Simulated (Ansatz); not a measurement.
**GaH2Cl (SMILES [H][Ga]([H])[Cl]): levels of theory compared**

Aim: a comparison of 6 runs (HF/STO-3G, B2PLYP/STO-3G, B3LYP/STO-3G, revPBE/STO-3G, wB97M-V/STO-3G, MP2/STO-3G) of GaH2Cl. 

The calculation is run with Ansatz 0.2.0.

77 further runs of the same task are left out: 31 that didn't finish, 46 set aside as unsound or not needed.

### 1 The system as given

The species is GaH2Cl (4 atoms), meant as a singlet with charge 0. SMILES: `[H][Ga]([H])[Cl]`. The H2–Ga1 distance was set to 3.128 Å, away from the relaxed value. At this shape a bond of the SMILES string is far longer than usual.

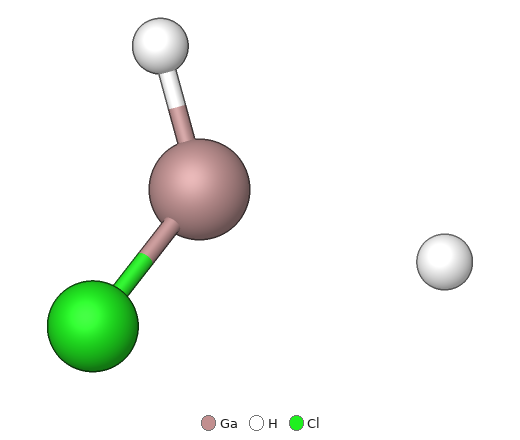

The structure, seen from a chosen angle (gallium pink, hydrogen white, chlorine green).

### 2 The energy at HF/STO-3G (run 1)

Input file run.yaml:

```yaml
crystal:
  periodic: [false, false, false]
  atoms:
    - symbol: Ga
      position_ang: [-1.506339, 0.090150, -0.013340]
    - symbol: H
      position_ang: [1.622030, 0.103190, 0.012100]
    - symbol: H
      position_ang: [-2.239469, 1.471810, -0.032310]
    - symbol: Cl
      position_ang: [-2.568849, -1.684710, -0.004610]
basis:
  gaussian: {orbitals: STO-3G}
hamiltonian: {xc: hf}
accuracy: high
```

Launch:

```
ansatz run run.yaml --threads 1 --pin off --max-ram 2610MiB --events-out events.jsonl --progress --plain --runs-dir runs
```

Log:

```text
Warning: RAYON_NUM_THREADS=1 ignored (pool sized by the plan → 1); use --threads N
Functional definition: HF
  name "HF"
  exchange = exact_x
  correlation = 0
425 factors; integrals over basis functions are off by at most 9.1e-9 eV
mean field evaluation 1: about -64115.8679 eV, gradient 2.2e1 eV
mean field evaluation 2: about -64115.8943 eV, gradient 2.2e1 eV
mean field evaluation 4: about -64120.8020 eV, gradient 2.4e0 eV
mean field evaluation 8: about -64120.8944 eV, gradient 1.1e-1 eV
mean field evaluation 16: about -64099.8073 eV, gradient 2.9e1 eV
mean field -64120.88950028 eV, -2356.3992264355 hartree, gradient 3.7e-8 eV, S^2 0.000000; 0 other end points of the search recorded, 0 dependent functions left out
reference -64120.88950028 eV, -2356.3992264355 hartree; 25, 25 occupied and 4, 4 virtual orbitals, 425 factors
Total energy: -64120.88950028 eV, -2356.3992264355 hartree
```

Wall time 0.12 s (1 thread of AMD EPYC 9R45 (Zen 5), shared host).

### 3 The energy at B2PLYP/STO-3G (run 2)

Input file in.yaml:

```yaml
crystal:
  periodic: [false, false, false]
  atoms:
    - {symbol: Ga, position_ang: [-1.506339, 0.090150, -0.013340]}
    - {symbol: H, position_ang: [1.622030, 0.103190, 0.012100]}
    - {symbol: H, position_ang: [-2.239469, 1.471810, -0.032310]}
    - {symbol: Cl, position_ang: [-2.568849, -1.684710, -0.004610]}
basis:
  gaussian:
    orbitals: STO-3G
hamiltonian:
  xc: {name: B2PLYP}
correlation:
  frozen_orbitals: {Cl: 5, Ga: 9, H: 0}
accuracy: high
```

Launch:

```
ansatz run in.yaml --threads 1 --pin off --max-ram 2610MiB --events-out events.jsonl --progress --plain --runs-dir runs
```

Log, cut to the lines that bear on the results:

```text
Warning: RAYON_NUM_THREADS=1 ignored (pool sized by the plan → 1); use --threads N
Functional definition: B2PLYP
  name "B2PLYP"
[...]
425 factors; integrals over basis functions are off by at most 9.1e-9 eV
[...]
mean field -64160.95591941 eV, -2357.8716401805 hartree, gradient 8.1e-8 eV, S^2 0.000000; 4 other end points of the search recorded, 0 dependent functions left out; unrestricted orbitals would lower it
14 core orbitals not correlated: weight in the atoms' cores, before any rotation towards them, 1.000 or more for the frozen orbitals, at most 0.000 for the correlated occupied ones
reference -64160.95593830 eV, -2357.8716408745 hartree; 11, 11 occupied and 4, 4 virtual orbitals, 425 factors
second order -7.12885452 eV of doubles, -0.00000000 eV of singles
Total energy: -64162.88072902 eV, -2357.9423756288 hartree
```

It took 1.3 s on 1 thread of AMD EPYC 9R45 (Zen 5), shared host; peak memory 0.13 GiB.

Run 3 isn't shown in full; the table further down has it.

### 4 A single-point energy at revPBE/STO-3G (run 4)

Input file input.yaml:

```yaml
crystal:
  periodic: [false, false, false]
  atoms:
    - {symbol: Ga, position_ang: [-1.506339, 0.090150, -0.013340]}
    - {symbol: H, position_ang: [1.622030, 0.103190, 0.012100]}
    - {symbol: H, position_ang: [-2.239469, 1.471810, -0.032310]}
    - {symbol: Cl, position_ang: [-2.568849, -1.684710, -0.004610]}
basis:
  gaussian: {orbitals: STO-3G}
hamiltonian: {xc: {name: revPBE}}
accuracy: high
```

Launch:

```
ansatz run input.yaml --threads 1 --pin off --max-ram 2610MiB --events-out events.jsonl --progress --plain --runs-dir runs
```

Log, cut to the lines that bear on the results:

```text
Warning: RAYON_NUM_THREADS=1 ignored (pool sized by the plan → 1); use --threads N
Functional definition: revPBE
  name "revPBE"
[...]
425 factors; integrals over basis functions are off by at most 9.1e-9 eV
[...]
mean field -64170.95533217 eV, -2358.2391118214 hartree, gradient 1.3e-8 eV, S^2 0.000000; 7 other end points of the search recorded, 0 dependent functions left out
reference -64170.95533461 eV, -2358.2391119111 hartree; 25, 25 occupied and 4, 4 virtual orbitals, 425 factors
Total energy: -64170.95533461 eV, -2358.2391119111 hartree
```

It took 3.9 s on 1 thread of AMD EPYC 9R45 (Zen 5), shared host; peak memory 0.12 GiB.

Run 5 isn't shown in full; the table further down has it.

### 5 The energy at MP2/STO-3G (run 6)

Input file job.yaml:

```yaml
crystal:
  periodic: [false, false, false]
  atoms:
    - {symbol: Ga, position_ang: [-1.506339, 0.090150, -0.013340]}
    - {symbol: H, position_ang: [1.622030, 0.103190, 0.012100]}
    - {symbol: H, position_ang: [-2.239469, 1.471810, -0.032310]}
    - {symbol: Cl, position_ang: [-2.568849, -1.684710, -0.004610]}
basis:
  gaussian: {orbitals: STO-3G}
correlation: {method: mp2, frozen_orbitals: {Cl: 5, Ga: 9, H: 0}}
accuracy: high
```

Launch:

```
ansatz run job.yaml --threads 1 --pin off --max-ram 2610MiB --events-out events.jsonl --progress --plain --runs-dir runs
```

Log, cut to the lines that bear on the results:

```text
Warning: RAYON_NUM_THREADS=1 ignored (pool sized by the plan → 1); use --threads N
Functional definition: HF
  name "HF"
[...]
425 factors; integrals over basis functions are off by at most 9.1e-9 eV
[...]
mean field -64120.88950028 eV, -2356.3992264355 hartree, gradient 3.7e-8 eV, S^2 0.000000; 1 other end points of the search recorded, 0 dependent functions left out; unrestricted orbitals would lower it
[...]
unrestricted determinant -64126.70688187 eV, -2356.6130112656 hartree, S^2 1.5005
14 core orbitals not correlated: weight in the atoms' cores, before any rotation towards them, 1.000 or more for the frozen orbitals, at most 0.000 for the correlated occupied ones
reference -64120.88950028 eV, -2356.3992264355 hartree; 11, 11 occupied and 4, 4 virtual orbitals, 425 factors
second order -3.11217048 eV of doubles, -0.00000000 eV of singles
WARN: the method's energy lies above the unrestricted determinant's, so it is not that of the lowest state
Total energy: -64124.00167077 eV, -2356.5135965912 hartree
```

It took 0.22 s on 1 thread of AMD EPYC 9R45 (Zen 5), shared host.

### 6 Overview of the runs

```csv
run,level,frozen core orbitals,energy (Eh),wall time
1,HF/STO-3G,–,-2356.399226,0.12 s
2,B2PLYP/STO-3G,14,-2357.942376,1.3 s
3,B3LYP/STO-3G,–,-2358.434471,0.78 s
4,revPBE/STO-3G,–,-2358.239112,3.9 s
5,wB97M-V/STO-3G,–,-2358.542027,13 s
6,MP2/STO-3G,14,-2356.513597,0.22 s
```

### 7 Results

| quantity | value |
| --- | --- |
| run 6: total energy | -2356.51360 Eh |
| run 6: correlation energy (14 core orbitals frozen) | -114.4 mEh |

In words: Totals of different functionals can't be ranked against each other. In runs 2, 6 the log says that unrestricted orbitals would lower the reference, so the values rest on an unstable closed-shell determinant (other closed-shell runs at this shape may share the fault). In runs 1, 2, 3, 4, 5, 6 the basis is minimal, so the values are rough. All runs together took 19 s, the longest 13 s.
